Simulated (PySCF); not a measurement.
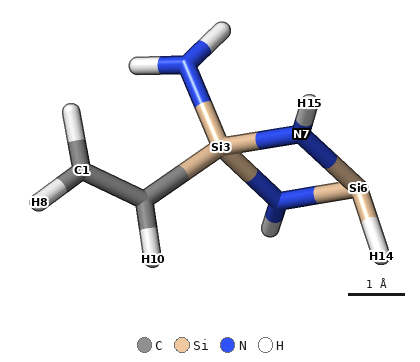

Figure 1. The structure (stick view, seen at a tilt; atoms are numbered from 1 in the order of the input). Bond lengths as drawn: C–C 1.32 Å, C–H 1.08 Å, C–Si 1.87 Å, H–N 1.00 to 1.01 Å, H–Si 1.47 Å and N–Si 1.72 to 1.75 Å.

**Run report: C2H8N3Si2, EPR calculation**

- system: C2H8N3Si2, multiplicity 2
- method: UKS B3LYP, pcH-1 on C H N Si, non-relativistic, mean-field spin-orbit, GIAO (PySCF 2.14.0)

It belongs to a series of runs on one base structure; here: H removed from Si.

The input:
```
{"job": {"kind": "epr", "basis": "pcH-1"}, "charge": 0, "multiplicity": 2}
C     -2.454441     0.207869    -0.644189
C     -1.293925    -0.419810    -0.717211
Si     0.292698     0.195205     0.069975
N      0.154025     1.887417     0.364970
N      1.736664    -0.464116    -0.667063
Si     2.308221    -1.320913     0.744654
N      0.862274    -0.665704     1.473300
H     -3.357487    -0.177251    -1.095805
H     -2.553168     1.144433    -0.120232
H     -1.244028    -1.362893    -1.245780
H      0.943071     2.354025     0.780962
H     -0.248507     2.460754    -0.356371
H      2.141661    -0.332641    -1.575430
H      2.220083    -2.776249     0.564669
H      0.488446    -0.722137     2.401639
```

The first line tells a small driver script what to run in PySCF; the rest is the geometry in Å.

Run as:
```bash
OMP_NUM_THREADS=1 python <driver script> task.json out
```

The program's output:
```
UKS, coarse grid
  cycle   1  E = -824.20912978  |g| = 6.29e-01
  cycle   2  E = -823.97279380  |g| = 9.48e-01
  cycle   3  E = -824.36699665  |g| = 1.05e-01
  cycle   4  E = -824.37152690  |g| = 4.59e-02
  cycle   5  E = -824.37240301  |g| = 1.53e-02
  cycle   6  E = -824.37250457  |g| = 4.40e-03
  cycle   7  E = -824.37251446  |g| = 1.52e-03
  cycle   8  E = -824.37251570  |g| = 5.92e-04
UKS, final grid
  cycle   1  E = -824.37255032  |g| = 9.44e-04
  cycle   2  E = -824.37254950  |g| = 1.64e-03
  cycle   3  E = -824.37255072  |g| = 9.48e-05
  cycle   4  E = -824.37255072  |g| = 2.38e-05
E = -824.37255072 Eh   <S^2> = 0.7519 (exact 0.7500)
g shifts (ppm)      1          2          3
  rmc          -150       -150       -150
  gc             94          5        103
  oz_so       -1441       -113       1051
  total       -1496       -258       1004
hyperfine (MHz)  atom isotope    a_iso     a_fc   dipolar eigenvalues
    0   13C       1.74       1.74     -0.73     -0.13      0.86
    1   13C      19.95      19.96     -1.83     -1.47      3.29
    2  29Si      -6.06      -6.06     -2.92      1.40      1.51
    3   14N      -0.55      -0.55     -0.10     -0.04      0.15
    4   14N       9.11       9.09     -4.99     -4.53      9.52
    5  29Si    -610.07    -610.89   -129.31     60.82     68.49
    6   14N       9.53       9.52     -4.82     -4.33      9.15
    7    1H       3.37       3.37     -0.46     -0.29      0.76
    8    1H       1.02       1.01     -0.62     -0.43      1.05
    9    1H      -1.18      -1.18     -1.43     -0.30      1.73
   10    1H      -0.10      -0.10     -1.06     -1.06      2.12
   11    1H      -0.27      -0.27     -0.69     -0.55      1.24
   12    1H      -6.31      -6.32     -6.62     -2.68      9.30
   13    1H     268.97     268.96     -5.88     -0.34      6.23
   14    1H      -6.23      -6.25     -6.44     -2.61      9.05
```

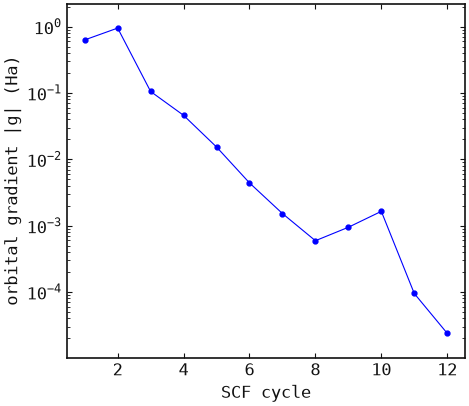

Figure 2. Convergence of the self-consistent field: orbital gradient |g| against the SCF cycle. All cycles printed in the log are drawn one after another.

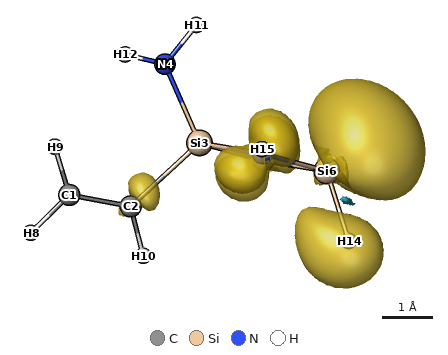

Figure 3. Isosurfaces of the spin density (α minus β) at +0.015 (yellow) and −0.015 e/Å³ (cyan), seen face on. The unpaired spin (1 electron) lies mostly on Si6 (about 0.7), H14 (about 0.1), N5 (about 0.1) and N7 (about 0.1), in electrons by Hirshfeld's partition.

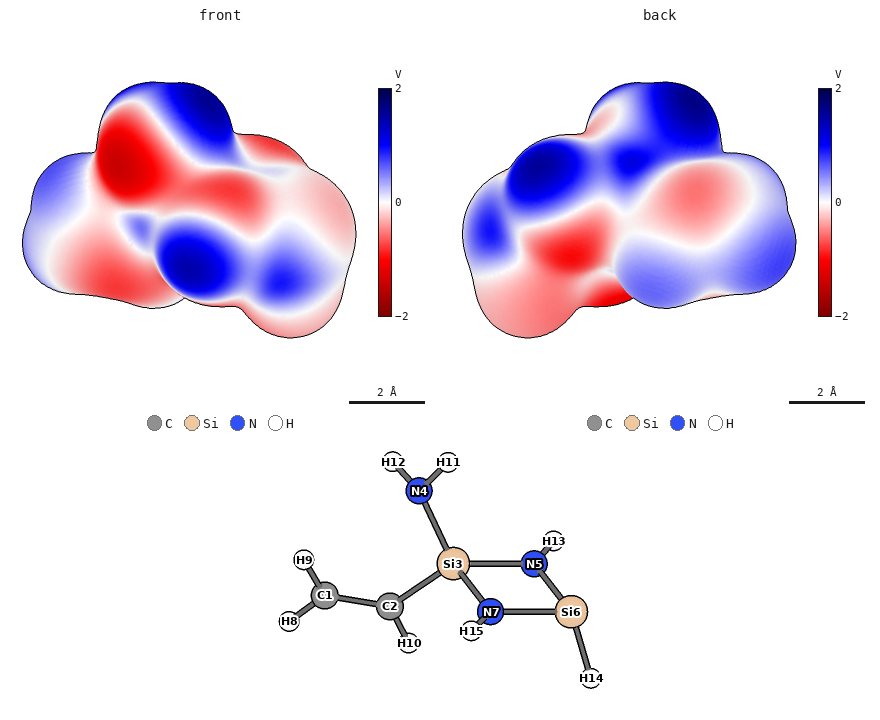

Figure 4. The electrostatic potential painted on the density surface at 0.002 e/bohr³, seen at a tilt and from behind; the colour scale runs from red (negative) to blue (positive). The bare structure is drawn below in the same view.

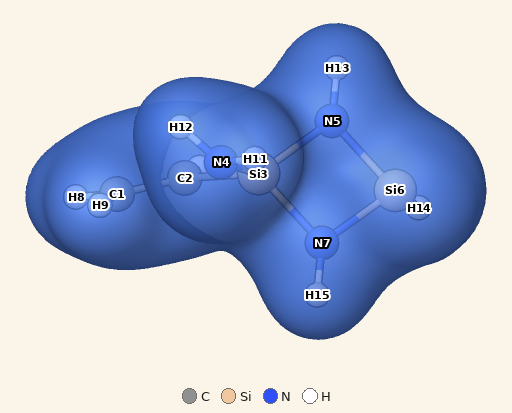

Figure 5. Isosurface of the electron density at 0.05 e/Å³ (blue), seen from the side. At this value the surface is in one piece. On the grid the lowest density along these lines, outside the cores, is 2.3 e/Å³ (C–C, 1.32 Å), 0.93 e/Å³ (Si–N, 1.72 Å), 0.83 e/Å³ (C–Si, 1.87 Å) and 2.3 e/Å³ (N–H, 1.00 Å).

Summary:

- outcome: converged
- total energy: −824.372551 hartree
- ⟨S²⟩: 0.752
- isotropic g: 2.0021
- hardware: 1 CPU thread, shared host
- wall time: 68 s
- peak memory: 1.1 GiB
